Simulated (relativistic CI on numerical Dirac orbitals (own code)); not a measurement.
**V XX (V¹⁹⁺): levels and lines**

The task is the spectrum of V¹⁹⁺: levels, purity of their labels, lifetimes and lines; further runs change one setting each.

The numbers are computed with relativistic CI on numerical Dirac orbitals (own code) version 2 (Dirac-Coulomb-Breit CI, KLI orbitals optimised for each configuration, model QED (radiative potential, 1s self-energy scaled to tabulated hydrogen-like ionisation energies)), except any that are marked as measured or tabulated.

## Step 1: Starting point

| Quantity | Value |
| --- | --- |
| ion | V¹⁹⁺ (V XX) |
| nuclear charge | 23 |
| electrons | 4 |
| isotope | A = 51 |
| first configuration typed | [He] 2s2 |

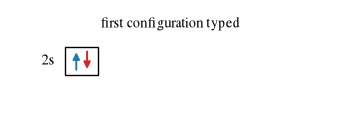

Outer shells as boxes.

## Step 2: The main run

Settings, as recorded:

```ini
atom V  Z=23  charge=19  electrons=4
nucleus A=51  rms_radius_fm=3.6002
hamiltonian dirac-coulomb  breit=on  qed=on  c_scale=1
orbitals kli  potential=per-configuration
slater_scale 1
correlation none
mixing on
configurations
  [He] 2s2
  [He] 2s 2p
  [He] 2p2
  [He] 2p 3s
  [He] 2p 3p
  [He] 2s 3s
  [He] 2s 3p
  [He] 2s 3d
  [He] 2s 4s
  [He] 2s 4p
  [He] 2s 4d
  [He] 2s 4f
  [He] 2s 5s
  [He] 2s 5p
  [He] 2s 5d
  [He] 2s 5f
  [He] 2s 5g
  [He] 3s2
  [He] 3s 3p
  [He] 3p2
end
```

## Step 3: Without QED terms

Changes to the settings of step 2:

```diff
@@ -2,3 +2,3 @@
 nucleus A=51  rms_radius_fm=3.6002
-hamiltonian dirac-coulomb  breit=on  qed=on  c_scale=1
+hamiltonian dirac-coulomb  breit=on  qed=off  c_scale=1
 orbitals kli  potential=per-configuration
```

## Step 4: The first configuration alone

Settings, as recorded:

```ini
atom V  Z=23  charge=19  electrons=4
nucleus A=51  rms_radius_fm=3.6002
hamiltonian dirac-coulomb  breit=on  qed=on  c_scale=1
orbitals kli  potential=per-configuration
slater_scale 1
correlation none
mixing on
configurations
  [He] 2s2
end
```

(Steps that only read results are left out.)

Before running it: what results should come out? Wanted: lowest level; first excitation; lowest level of the other parity; fastest E1 line; ionisation energy.

The runs gave:

| run | time | mean size of shift, levels followed (cm⁻¹) | lowest level | ionisation energy (eV) |
| --- | --- | --- | --- | --- |
| main run | 0.47 s | 0 | 2s2 1S0 | 1480.1 |
| without QED terms | 0.24 s | 3151 | 2s2 1S0 | 1480.4 |
| the first configuration alone | 0.023 s | - | 2s2 1S0 | - |

The semi-empirical ionisation energy (NIST) is 1486.7 eV.

| quantity | value |
| --- | --- |
| lowest level | 2s2 1S0 |
| first excitation | 2s 2p 3P°0, 304146 cm⁻¹ |
| lowest level of the other parity | 2s 2p 3P°0, 304146 cm⁻¹ |
| levels in the model | 76 |
| fastest E1 line (by rate) to the lowest level among the lowest 66 of 76 levels | 1.435 nm, from 2s 3p [2s 3p3/2] J=1° |
| ionisation energy | 1480.1 eV |
| ionisation energy, semi-empirical (NIST) | 1486.7 eV |

In words: 2s2 1S0 comes out lowest; its LS label holds 95 % and its jj label 95 %; over the low levels the means are 91 and 89 %, so both schemes do about equally well. The ionisation energy from the two ground configurations alone is 0.44 % below the semi-empirical value. Of the changes tried, the run «without QED terms» moves the low levels most, by 3151 cm⁻¹ on average. Lifetimes count radiative decay inside the model alone.
